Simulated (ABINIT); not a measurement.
# A GW chain in ABINIT: Cl (Cmce)

Aim: the G0W0 gap of Cl (Cmce) on PBE, step by step.

Main program and level: ABINIT 10.8.3; PBE and many-body steps on it, plane waves.

### Step 1. The starting structure

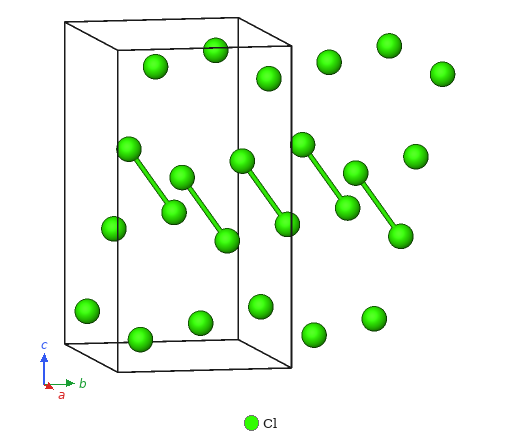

Start, viewed slightly off an axis; chlorine green. 1×2×1 cells are drawn. This picture shows the conventional cell, with its axes. Bonds to atoms that aren't drawn are left out. Some periodic images of atoms are drawn too.

Coordinates:

```cif
data_structure
_symmetry_space_group_name_H-M 'P 1'
_symmetry_Int_Tables_number 1
_cell_length_a 3.8670
_cell_length_b 3.8670
_cell_length_c 8.2100
_cell_angle_alpha 90.000
_cell_angle_beta 90.000
_cell_angle_gamma 71.161
_cell_volume 116.19
loop_
_atom_site_label
_atom_site_type_symbol
_atom_site_fract_x
_atom_site_fract_y
_atom_site_fract_z
_atom_site_occupancy
Cl1 Cl 0.87000 0.13000 0.10000 1
Cl2 Cl 0.63000 0.37000 0.60000 1
Cl3 Cl 0.13000 0.87000 0.90000 1
Cl4 Cl 0.37000 0.63000 0.40000 1
```

The cell and positions come from the Crystallography Open Database and are kept as given unless a step says otherwise.

### Step 2. Ground state

This step: ABINIT 10.8.3; DFT, PBE, plane waves, norm-conserving pseudopotentials.

The ground-state density comes first.

run.abi reads:

```
acell 3*1.0 Angstrom
rprim 
  3.145000000000 -2.250000000000 0.000000000000
  3.145000000000 2.250000000000 0.000000000000
  0.000000000000 0.000000000000 8.210000000000
ntypat 1
znucl 17
natom 4
typat 1 1 1 1
xred 
  0.870000000000 0.130000000000 0.100000000000
  0.630000000000 0.370000000000 0.600000000000
  0.130000000000 0.870000000000 0.900000000000
  0.370000000000 0.630000000000 0.400000000000
pp_dirpath "pseudos"
pseudos "Cl.upf"
ecut 25
ngkpt 6 6 4
nshiftk 1
shiftk 0 0 0
kptopt 1
chksymbreak 0
nband 20
occopt 1
tolvrs 1e-10
nstep 60
prtwf 0
indata_prefix "in"
outdata_prefix "out"
tmpdata_prefix "tmp"
```

On the command line:

```
> OMP_NUM_THREADS=1 mpirun -n 8 abinit run.abi > log
```

Numbers of over 12 decimals in the logs are rounded to 6 here.

The log of the run:

```text
.Version 10.8.3 of ABINIT. v10.8.2 released Aug 2026.

 Symmetries : space group Cm c a (# 64); Bravais oC (1-face-center ortho.)
================================================================================
 Values of the parameters that define the memory need of the present run
     intxc =       0    ionmov =       0      iscf =       7    lmnmax =       6
     lnmax =       6     mgfft =      72  mpssoang =       3    mqgrid =    3493
     natom =       4  nloc_mem =       1    nspden =       1   nspinor =       1
    nsppol =       1      nsym =       8    n1xccc =    2501    ntypat =       1
    occopt =       1   xclevel =       2
-    mband =          20        mffmem =           1         mkmem =           5
       mpw =        4710          nfft =       93312          nkpt =          39
================================================================================
  Rough estimation (10% accuracy) of disk space for files :
================================================================================

--------------------------------------------------------------------------------
------------- Echo of variables that govern the present computation ------------
--------------------------------------------------------------------------------
 -outvars: echo values of preprocessed input variables --------
            acell      1.8897261259E+00  1.8897261259E+00  1.8897261259E+00 Bohr

      chksymbreak           0
             ecut      2.50000000E+01 Hartree
-          fftalg         312

              ixc     -101130
              kpt      0.00000000E+00  0.00000000E+00  0.00000000E+00
                       1.66666667E-01  0.00000000E+00  0.00000000E+00
                       3.33333333E-01  0.00000000E+00  0.00000000E+00
                       5.00000000E-01  0.00000000E+00  0.00000000E+00
                       1.66666667E-01  1.66666667E-01  0.00000000E+00
                       3.33333333E-01  1.66666667E-01  0.00000000E+00
                       5.00000000E-01  1.66666667E-01  0.00000000E+00
                      -3.33333333E-01  1.66666667E-01  0.00000000E+00
                      -1.66666667E-01  1.66666667E-01  0.00000000E+00
   [... 28 further rows ...]
                      -3.33333333E-01  3.33333333E-01  5.00000000E-01
                       5.00000000E-01  5.00000000E-01  5.00000000E-01
         kptrlatt        6    0    0      0    6    0      0    0    4
          kptrlen      4.38451851E+01
P           mkmem           5
            natom           4
            nband          20
            ngfft          36      36      72
             nkpt          39
            nstep          60
             nsym           8
           ntypat           1
              occ      2.000000  2.000000  2.000000  2.000000  2.000000  2.000000
                       2.000000  2.000000  2.000000  2.000000  2.000000  2.000000
                       2.000000  2.000000  0.000000  0.000000  0.000000  0.000000
                       0.000000  0.000000
            prtwf           0
            rprim      3.1450000000E+00 -2.2500000000E+00  0.0000000000E+00
[...]
spgroup          64

           tolvrs      1.00000000E-10

             xred      8.7000000000E-01  1.3000000000E-01  1.0000000000E-01
[...]
znucl       17.00000

================================================================================

 chkinp: Checking input parameters for consistency.

================================================================================
== DATASET  1 ==================================================================
-   mpi_nproc: 8, omp_nthreads: 1 (-1 if OMP is not activated)

--- !DatasetInfo
iteration_state: {dtset: 1, }
dimensions: {natom: 4, nkpt: 39, mband: 20, nsppol: 1, nspinor: 1, nspden: 1, mpw: 4710, }
cutoff_energies: {ecut:  25.0, pawecutdg:  -1.0, }
electrons: {nelect:   2.80000000E+01, charge:   0.00000000E+00, occopt:   1.00000000E+00, tsmear:   1.00000000E-02, }

 Real(R)+Recip(G) space primitive vectors, cartesian coordinates (Bohr,Bohr^-1):
 R(1)=  5.9431887 -4.2518838  0.0000000  G(1)=  0.0841299 -0.1175949  0.0000000
 R(2)=  5.9431887  4.2518838  0.0000000  G(2)=  0.0841299  0.1175949  0.0000000
 R(3)=  0.0000000  0.0000000 15.5146515  G(3)=  0.0000000  0.0000000  0.0644552
 Unit cell volume ucvol=  7.8410265E+02 bohr^3
 Angles (23,13,12)=  9.00000000E+01  9.00000000E+01  7.11614758E+01 degrees

 getcut: wavevector=  0.0000  0.0000  0.0000  ngfft=  36  36  72
         ecut(hartree)=     25.000   => boxcut(ratio)=   2.06184

--- Pseudopotential description ------------------------------------------------
- Cl Generated using ONCVPSP code by D. R. Hamann
- 17.00000   7.00000  171031                  znucl, zion, pspdat
12 -101130 2 -1 1028                          pspcod,pspxc,lmax,lloc,mmax
     nproj     2     2     2
  pspatm : epsatm=    9.12776517
         --- l  ekb(1:nproj) -->
[...]
pspatm: atomic psp has been read  and splines computed

   1.02230970E+03                                ecore*ucvol(ha*bohr**3)
--------------------------------------------------------------------------------

_setup2: Arith. and geom. avg. npw (full set) are    4682.410    4682.398

================================================================================

--- !BeginCycle
iteration_state: {dtset: 1, }
solver: {iscf: 7, nstep: 60, nline: 4, wfoptalg: 0, }
tolerances: {tolvrs: 1.00E-10, }

     iter   Etot(hartree)      deltaE(h)  residm     vres2
 ETOT  1  -65.563016520983    -6.556E+01 3.387E-02 2.238E+01
 ETOT  2  -65.589223611204    -2.621E-02 7.050E-03 1.956E+00
 ETOT  3  -65.589587263899    -3.637E-04 4.864E-03 1.545E-01
 ETOT  4  -65.589621889147    -3.463E-05 2.148E-03 4.225E-02
 ETOT  5  -65.589627101151    -5.212E-06 9.614E-04 1.292E-03
 ETOT  6  -65.589627199638    -9.849E-08 2.168E-03 7.950E-05
 ETOT  7  -65.589627205584    -5.946E-09 6.894E-04 1.991E-06
 ETOT  8  -65.589627205739    -1.545E-10 6.133E-04 2.591E-07
 ETOT  9  -65.589627205778    -3.976E-11 3.831E-04 4.428E-09
 ETOT 10  -65.589627205781    -2.217E-12 2.141E-04 2.506E-10
 ETOT 11  -65.589627205780     9.095E-13 1.255E-04 5.578E-12

 At SCF step   11       vres2   =  5.58E-12 < tolvrs=  1.00E-10 =>converged.

 Cartesian components of stress tensor (hartree/bohr^3)
  sigma(1 1)= -3.77370841E-05  sigma(3 2)=  0.00000000E+00
  sigma(2 2)= -9.03805549E-06  sigma(3 1)=  0.00000000E+00
  sigma(3 3)= -2.47279904E-06  sigma(2 1)=  0.00000000E+00

--- !ResultsGS
iteration_state: {dtset: 1, }
comment   : Summary of ground state results
lattice_vectors:
- [  5.9431887,  -4.2518838,   0.0000000, ]
- [  5.9431887,   4.2518838,   0.0000000, ]
- [  0.0000000,   0.0000000,  15.5146515, ]
lattice_lengths: [   7.30753,    7.30753,   15.51465, ]
lattice_angles: [ 90.000,  90.000,  71.161, ] # degrees, (23, 13, 12)
lattice_volume:   7.8410265E+02
convergence: {deltae:  9.095E-13, res2:  5.578E-12, residm:  1.255E-04, diffor: null, }
etotal    :  -6.55896272E+01
entropy   :   0.00000000E+00
fermie    :  -3.02756789E-02
cartesian_stress_tensor: # hartree/bohr^3
- [ -3.77370841E-05,   0.00000000E+00,   0.00000000E+00, ]
- [  0.00000000E+00,  -9.03805549E-06,   0.00000000E+00, ]
- [  0.00000000E+00,   0.00000000E+00,  -2.47279904E-06, ]
pressure_GPa:   4.8297E-01
xred      :
- [  8.7000E-01,   1.3000E-01,   1.0000E-01, Cl]
- [  6.3000E-01,   3.7000E-01,   6.0000E-01, Cl]
- [  1.3000E-01,   8.7000E-01,   9.0000E-01, Cl]
- [  3.7000E-01,   6.3000E-01,   4.0000E-01, Cl]
cartesian_forces: # hartree/bohr
- [ -2.39286867E-20,  -1.24535578E-03,   1.35641899E-03, ]
- [  2.39286867E-20,   1.24535578E-03,   1.35641899E-03, ]
- [  2.39286867E-20,   1.24535578E-03,  -1.35641899E-03, ]
- [ -2.39286867E-20,  -1.24535578E-03,  -1.35641899E-03, ]
force_length_stats: {min:   1.84140802E-03, max:   1.84140802E-03, mean:   1.84140802E-03, }

 Integrated electronic density in atomic spheres:
 ------------------------------------------------
 Atom  Sphere_radius  Integrated_density
[...]
4        2.00000          4.99274342
================================================================================

 ----iterations are completed or convergence reached----

 Mean square residual over all n,k,spin=   23.421E-08; max=  12.545E-05
 reduced coordinates (array xred) for    4 atoms
       0.870000000000      0.130000000000      0.100000000000
       0.630000000000      0.370000000000      0.600000000000
       0.130000000000      0.870000000000      0.900000000000
       0.370000000000      0.630000000000      0.400000000000
 rms dE/dt=  1.2896E-02; max dE/dt=  2.1044E-02; dE/dt below (all hartree)
    1      -0.005295108055      0.005295108055     -0.021044367880
    2       0.005295108055     -0.005295108055     -0.021044367880
    3       0.005295108055     -0.005295108055      0.021044367880
    4      -0.005295108055      0.005295108055      0.021044367880

 cartesian coordinates (angstrom) at end:
    1      3.145000    -1.665000     0.821000
    2      3.145000    -0.585000     4.926000
    3      3.145000     1.665000     7.389000
    4      3.145000     0.585000     3.284000

 cartesian forces (hartree/bohr) at end:
    1     -0.000000    -0.00124536     0.00135642
    2      0.000000     0.00124536     0.00135642
    3      0.000000     0.00124536    -0.00135642
    4     -0.000000    -0.00124536    -0.00135642
 frms,max,avg= 1.0631374E-03 1.3564190E-03   0.000E+00  0.000E+00  0.000E+00 h/b

 cartesian forces (eV/Angstrom) at end:
    1     -0.000000    -0.064039     0.069750
    2      0.000000     0.064039     0.069750
    3      0.000000     0.064039    -0.069750
    4     -0.000000    -0.064039    -0.069750
 frms,max,avg= 5.4668724E-02 6.9749869E-02   0.000E+00  0.000E+00  0.000E+00 e/A
 length scales=  1.889726125908  1.889726125908  1.889726125908 bohr
              =  1.000000000000  1.000000000000  1.000000000000 angstroms
 prteigrs : about to open file out_EIG
 Fermi (or HOMO) energy (hartree) =  -0.03028   Average Vxc (hartree)=  -0.28844
 Eigenvalues (hartree) for nkpt=  39  k points:
 kpt#   1, nband= 20, wtk=  0.00694, kpt=  0.0000  0.0000  0.0000 (reduced coord)
  -0.64091   -0.63353   -0.49406   -0.47435   -0.22600   -0.19657   -0.12661   -0.12203
  -0.10941   -0.10909   -0.05601   -0.04507   -0.03565   -0.03234    0.06046    0.08112
   0.22390    0.24601    0.29106    0.33966
 prteigrs : prtvol=0 or 1, do not print more k-points.

--- !EnergyTerms
iteration_state     : {dtset: 1, }
comment             : Components of total free energy in Hartree
kinetic             :  2.21312281786970E+01
hartree             :  1.26113106288632E+01
xc                  : -1.77898133417971E+01
Ewald energy        : -4.52935173226236E+01
psp_core            :  1.30379574154858E+00
local_psp           : -4.74110710612954E+01
non_local_psp       :  8.85843997082754E+00
total_energy        : -6.55896272057798E+01
total_energy_eV     : -1.78478467962638E+03
band_energy         : -6.75520836384941E+00

 Cartesian components of stress tensor (hartree/bohr^3)
  sigma(1 1)= -3.77370841E-05  sigma(3 2)=  0.00000000E+00
  sigma(2 2)= -9.03805549E-06  sigma(3 1)=  0.00000000E+00
  sigma(3 3)= -2.47279904E-06  sigma(2 1)=  0.00000000E+00

-Cartesian components of stress tensor (GPa)         [Pressure=  4.8297E-01 GPa]
- sigma(1 1)= -1.11026335E+00  sigma(3 2)=  0.00000000E+00
- sigma(2 2)= -2.65908773E-01  sigma(3 1)=  0.00000000E+00
- sigma(3 3)= -7.27522594E-02  sigma(2 1)=  0.00000000E+00

== END DATASET(S) ==============================================================
================================================================================

 -outvars: echo values of variables after computation  --------
           etotal     -6.5589627206E+01
            nband          20
             nkpt          39
          spgroup          64
 [... the other variables as echoed above ...]

 Calculation completed.
```

The job ended after 15 s (8 MPI ranks of Arm Neoverse V2, shared host; peak memory 0.65 GiB).

Numbers from this step:

```
total energy               : -1784.7847 eV
gap                        : 2.469 eV
k of the valence top       : 0.5, 0.5, 0
k of the conduction bottom : 0, 0, 0
least direct gap           : 2.525 eV
pressure                   : 0.4830 GPa
```

The gap is indirect, with the least direct gap 0.06 eV higher.

The cutoff was set for levels, not for stress, so the pressure can be off by some GPa.

[end of part 1 of 3]

[Paths, hosts, dates, memory and timing lines, banners, echoed tables and standing remarks are left out of the program output.]

[Logs are printed without paths, hosts, clocks, repeated set-up lines and the standing remarks that a program may print on its own settings, such as how far it seeks lower states.]

[Runs of the session that timed out or met a known fault of the program may be left out.]

[Hosts, paths, dates, database ids (printed as entryN), source tags and the programs' standing remarks are cut or masked in the printed files.]

[G0W0 gaps are taken among the corrected bands and points alone; a level outside them can change the order at an edge.]

[Where Ansatz stands beside ABINIT at settings called matched, ABINIT's density can come from a denser mesh and the files from another edition; pairs whose starting gaps differed by over 0.03 eV were left out, so agreement reads better than it is.]
